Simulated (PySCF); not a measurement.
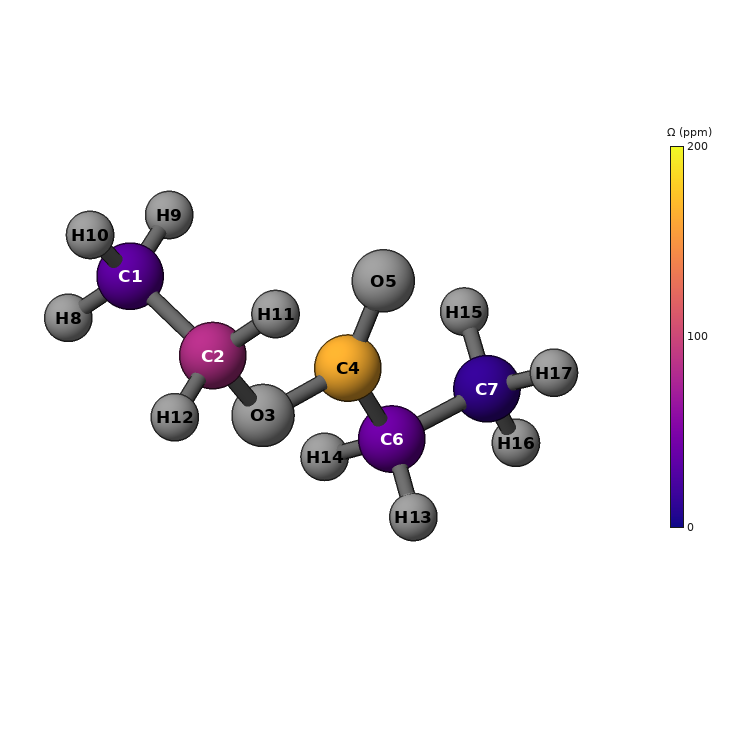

The C atoms are coloured by the span of their shielding tensor. Computed geometry: PBE0-D3(BJ)/def2-TZVP optimisation. No frequency run is at hand to confirm it as a minimum. Properties computed with GIAO PBE0/pcSseg-2 NMR shielding, non-relativistic, gas phase (PySCF 2.14.0). Principal shieldings σ11 ≤ σ22 ≤ σ33, span Ω = σ33 − σ11, skew κ = 3(σiso − σ22)/Ω.

Which C atom has the most anisotropic shielding?

C4, with a span of 165 ppm.

Give the shielding tensors of the C atoms.

| atom | σ11 | σ22 | σ33 | σiso | Ω | κ |
| --- | --- | --- | --- | --- | --- | --- |
| C1 | 150.7 | 172.4 | 186.1 | 169.8 | 35.4 | −0.23 |
| C2 | 81.6 | 118.8 | 166.3 | 122.2 | 84.7 | 0.12 |
| C4 | −98.7 | 36.6 | 66.5 | 1.5 | 165.2 | −0.64 |
| C6 | 138.1 | 147.1 | 181.3 | 155.5 | 43.2 | 0.59 |
| C7 | 169.2 | 174.5 | 184.3 | 176.0 | 15.1 | 0.30 |

Shieldings and span in ppm.
